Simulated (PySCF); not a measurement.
**Br$_{3}$Ga (SMILES [Br][Ga-]([Br])[Br]) (charge −1, doublet): density, localisation and related maps**

Input

```
{"job": {"kind": "sp", "xc": "wB97X", "basis": "ma-def2-TZVP", "d3": "d3bj", "grid": 2}, "charge": -1, "multiplicity": 2}
Br     0.021982    -2.265064     0.036029
Ga     0.008706     0.048701    -0.693574
Br    -1.949613     1.120016     0.258148
Br     1.958747     1.115213     0.276720
```

Launched as:

```sh
OMP_NUM_THREADS=1 python redox_run.py task.json out
```

Geometry: PBE0-D3(BJ)/ma-def2-SVP.

Computed with PySCF, DFT single point, gas phase, functional wB97X.

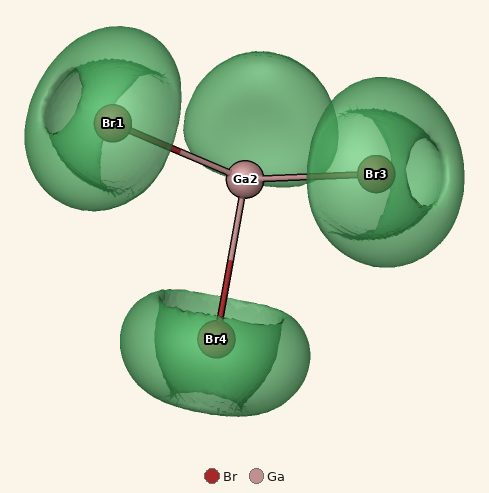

Figure 1. Isosurface of the ELF at 0.8 (green), seen at an oblique angle. Core shells and regions of very low density are left out.

### Describe the localisation domains.

The surface consists of three rings or bowls of non-bonding electrons around Br and one lobe on Ga, pointing away from the bonds (non-bonding electrons).


Ga–Br (2.43 Å): the ELF peaks at about 0.80 in the valence shell of Br, 1.0 Å from its nucleus, and is about 0.65 at the midpoint.

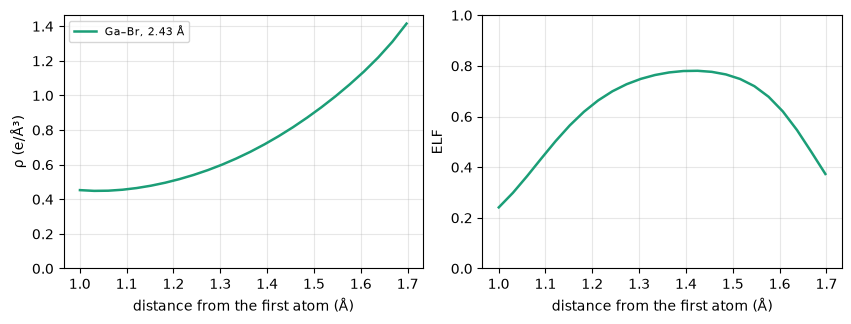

Figure 2. Electron density and ELF along straight lines between neighbouring atoms. The curves leave out the atomic cores.

### What can be read from the curves?

Ga–Br (2.43 Å): the density is about 0.52 e/Å³ at the midpoint, with its minimum of 0.45 e/Å³ about 1.0 Å from Ga; the ELF peaks at about 0.80 in the valence shell of Br, 1.0 Å from its nucleus, and is about 0.65 at the midpoint.
